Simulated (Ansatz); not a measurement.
Start from ZnGeP2 in the chalcopyrite structure (space group I-42d, No. 122; a = 5.3740 Å, c = 10.6255 Å).

It is then changed as follows: an isotropic linear strain of +0.75 %; the atoms relax in the strained cell.

The values are results of Ansatz (a program for electronic structure) LDA, no spin-orbit coupling, not measurements.

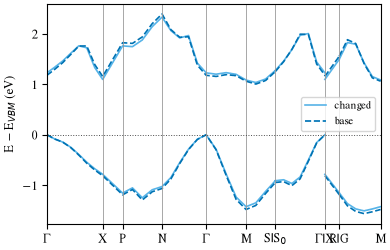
Figure. Highest valence and lowest conduction band along the path, each from its own valence-band maximum

The gap is 1.04 eV, indirect, Γ → M–S (33 % along); the base has 1.00 eV.

Whether these cells are dynamically stable was not tested.
